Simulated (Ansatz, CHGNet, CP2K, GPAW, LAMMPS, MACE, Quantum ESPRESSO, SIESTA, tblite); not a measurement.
# Glassy 69SiO2-10CaO-10Na2O-10BaO (mol %) (81 atoms) in GPAW, part 2 of 2

Aim: run glassy 69SiO2-10CaO-10Na2O-10BaO (mol %) (81 atoms) in GPAW and see how near its forces come to a plane-wave reference, and at what cost.

Program: GPAW 26.7.0; the method stands at each step. Banners, paths, timers and routine set-up lines are dropped from the logs unmarked, and long logs keep their key lines alone; longer cuts are marked.

So far. Step 3 (PBE, grid h 0.2 Å): Against the first run (26 %), the force difference from the reference is 10 %, at 1.4 times the CPU time (on 2 against 1 cores) (18 SCF steps against 10). Step 4 (PBE, LCAO sz(dzp), h 0.18 Å): Against the first run (26 %), the force difference from the reference is 102 %, at 0.34 times the CPU time, with 396 basis functions against 1173: the smaller basis costs accuracy.

**5. LDA, LCAO dzp, h 0.18 Å**

Method: Kohn-Sham DFT, LDA, PAW, atomic orbitals (dzp).

File run.py:

```python
import numpy as np
from ase.io import read
from gpaw import GPAW, FermiDirac

atoms = read("structure.xyz")
atoms.calc = GPAW(
    mode="lcao",
    basis="dzp",
    h=0.18,
    xc="LDA",
    kpts={"size": (1, 1, 1), "gamma": True},
    occupations=FermiDirac(0.05),
    maxiter=200,
    symmetry={"point_group": False},
    txt="gpaw.txt",
)
energy = atoms.get_potential_energy(force_consistent=True)
forces = atoms.get_forces()
print(f"energy {energy:.6f} eV")
print("forces (eV/A)")
for i, (a, f) in enumerate(zip(atoms, forces)):
    print(f"{i:4d} {a.symbol:2s} {f[0]:10.5f} {f[1]:10.5f} {f[2]:10.5f}")
print(f"Fermi level {atoms.calc.get_fermi_level():.4f} eV")
for k in range(len(atoms.calc.get_ibz_k_points())):
    for s in range(atoms.calc.get_number_of_spins()):
        e = atoms.calc.get_eigenvalues(kpt=k, spin=s)
        n = np.searchsorted(e, atoms.calc.get_fermi_level())
        print(f"k {k} spin {s} levels about the Fermi level:", np.round(e[max(n - 6, 0):n], 4).tolist(), "|", np.round(e[n:n + 6], 4).tolist())
```

File structure.xyz:

```xyz
81
Lattice="10.45342 0.00000 0.00000 0.00000 10.45342 0.00000 0.00000 0.00000 10.45342" Properties=species:S:1:pos:R:3 pbc="T T T"
[... 81 atom lines left out: the same atoms as in the first run ...]
```

Started as:

```
$ OMP_NUM_THREADS=1 python run.py > output.txt
```

The program printed:

```text
energy -602.689018 eV
forces (eV/A)
   0 Si    1.34412    0.05474    1.96485
   1 Si    1.98401    1.85951   -0.59258
   2 Si   -1.39819    1.29899    2.03648
   3 Si   -0.09575    0.87932   -0.18296
   4 Si   -1.42478   -0.63844    1.08738
   5 Si   -1.75334    0.82201   -3.08744
[...]
78 O    -0.35515    0.38495   -0.13681
  79 O     0.43587   -1.00902   -0.21208
  80 O     0.09710    0.05520    1.76803
Fermi level 4.3258 eV
k 0 spin 0 levels about the Fermi level: [2.4749, 2.5632, 2.6645, 2.7329, 2.9634, 2.9999] | [5.6771, 6.5566, 7.0479, 7.2073, 7.2867, 7.515]
```

gpaw.txt:

```text
Input parameters:
  mode=LCAO(),
  basis={'default': 'dzp'},
  h=0.18,
  kpts=MonkhorstPack(size=(1, 1, 1), gamma=True),
  maxiter=200,
  occupations=Occupations(name='fermi-dirac', width=0.05, fixmagmom=False),
[... lines left out ...]
  Fermi-Dirac:
[... lines left out ...]
convergence criteria:
- Maximum [total energy] change in last 3 cyles: 0.0005 eV / valence electron
[... lines left out ...]
Converged in 10 steps
[... lines left out ...]
  Free energy:    -602.689018
[... lines left out ...]
Fermi level: 4.326
[... lines left out ...]
|        ... |               |           |
|        289 |        10.580 |     0.000 |
Gap: 2.677 eV
Transition (v -> c):
  (s=0, k=0, n=237, [0.00, 0.00, 0.00]) -> (s=0, k=0, n=238, [0.00, 0.00, 0.00])
No difference between direct/indirect transitions
Force computation time: 59.416  # s
timing:  # [seconds]
  Total:  289.464  # ━━━━━━━━━━━━━━━━━━━━━━━━━━━━━━━━━━━━━━━━━━━━━━━━━━━━━━━━
  Init:    10.579  # ━━
  SCF:    219.436  # ━━━━━━━━━━━━━━━━━━━━━━━━━━━━━━━━━━━━━━━━━━╸
  Forces:  59.416  # ━━━━━━━━━━━╸
```

The job ended after 4.8 min (1 thread of Arm Neoverse V2, shared host; peak memory 2.1 GiB).

Against the reference:

```
r.m.s. force component                           : 1.471 eV/Å
r.m.s. difference of force components            : 203 meV/Å
longest difference of force vectors              : 724.1 meV/Å
force difference over r.m.s. force               : 15.33 %
slope of forces against the reference's          : 1.105
correlation of force components                  : 0.9949
gap (highest filled to lowest empty level) : 2.677 eV
gap difference                                   : -0.2681 eV
```

Against the first run (26 %), the force difference from the reference is 15 %, at 0.97 times the CPU time; another functional landing nearer a PBE reference means that errors partly cancel.

**6. All runs compared**

Differences are against the plane-wave reference, forces as r.m.s. over components; share is that over the reference's r.m.s. force, slope the least-squares factor from reference forces to these. Total energies of different programs have different zeros and aren't compared.

```
                                      run  Δ force, r.m.s. (meV/Å)  share (%)  slope  Δ gap (eV)  cores  CPU time  memory (GiB)
                                reference                        -          -      -           -      4    16 min           3.7
             GPAW PBE, LCAO dzp, h 0.18 Å                      343       25.9  1.184      -0.118      1     5 min           2.1
                   GPAW PBE, grid h 0.2 Å                      133       10.0  1.077      0.0185      2   6.9 min           2.1
GPAW PBE, LCAO sz(dzp), h 0.18 Å (coarse)                     1352        102  1.688      -0.395      1   1.7 min           1.6
             GPAW LDA, LCAO dzp, h 0.18 Å                      203       15.3  1.105      -0.268      1   4.8 min           2.1
```

Rows marked coarse were listed beforehand as settings not expected to be converged; some can still land near the reference.

CPU time is summed over cores on a shared host, where runs went side by side, so it is rough. Symmetry, cutoffs, thresholds, outputs and thread counts weren't matched or tuned between programs; memory under MPI is the largest rank's times the ranks.

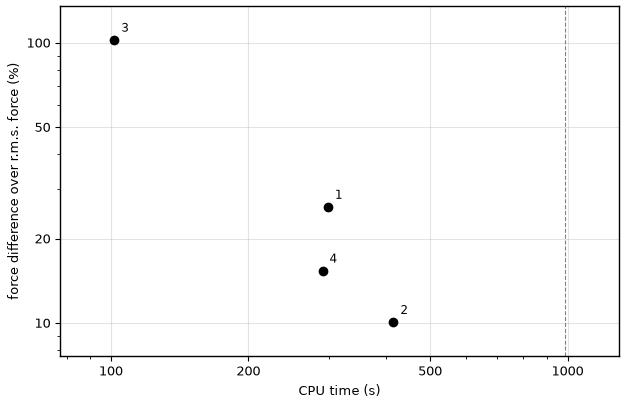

Force difference against CPU time; the dashed line marks the reference's time. Points: 1 GPAW PBE, LCAO dzp, h 0.18 Å; 2 GPAW PBE, grid h 0.2 Å; 3 GPAW PBE, LCAO sz(dzp), h 0.18 Å; 4 GPAW LDA, LCAO dzp, h 0.18 Å.

**7. Results**

| Item | Value |
| --- | --- |
| nearest in forces | GPAW PBE, grid h 0.2 Å, 10 % |
| its CPU time | 6.9 min |

**Reading.** PBE on plane waves or a grid with other potentials, cutoffs or grids, coarse settings apart, differs from the reference by 10 % (GPAW PBE, grid h 0.2 Å) of the r.m.s. force; potentials, valence shells or grid differ, and the table alone doesn't part them. The PBE run in local orbitals, coarse settings apart, differs by 26 % (GPAW PBE, LCAO dzp, h 0.18 Å); basis, grid and potentials can all enter. Rows with another functional or a dispersion term differ by 15 % (GPAW LDA, LCAO dzp, h 0.18 Å), which mixes the change of model with differences of basis and potentials. Runs with settings chosen to be coarse differ by 102 % (GPAW PBE, LCAO sz(dzp), h 0.18 Å), their programs' other errors included. Of the electronic-structure runs that take under half the reference's CPU time, GPAW PBE, grid h 0.2 Å comes nearest, at 10 % in 6.9 min against 16 min. GPAW PBE, LCAO dzp, h 0.18 Å stiffens the forces by a factor of 1.18 while following their directions (correlation 0.988); the slopes of the 4 GPAW runs lie between 1.08 and 1.69; the difference isn't even, but is largest on one element. At the same functional, gaps differ from the reference's 2.95 eV by between -0.40 and +0.02 eV. The potentials hold different valence shells: 488 electrons in the reference, 476 in GPAW; this bears on time and differences. The quench rate of 8 K/ps is many orders above laboratory rates, so the cell is likely richer in defects and strain than a real sample. The network of bonds at the start is that of the classical potential that made the cell, and needn't be the one that DFT or experiment would give. The electronic-structure runs sample only Γ, in a cell whose shortest periodic width is 10 Å. Spin–orbit coupling is left out, which matters for the levels of the heavy elements.

[Also dropped from logs without a mark: logging warnings of Python, and SIESTA's first energy breakdown and zero terms.]

[Logs are printed without paths, hosts, clocks, repeated set-up lines and the standing remarks that a program may print on its own settings, such as how far it seeks lower states.]

[Hosts, paths, dates, database ids (printed as entryN), source tags and the programs' standing remarks are cut or masked in the printed files.]
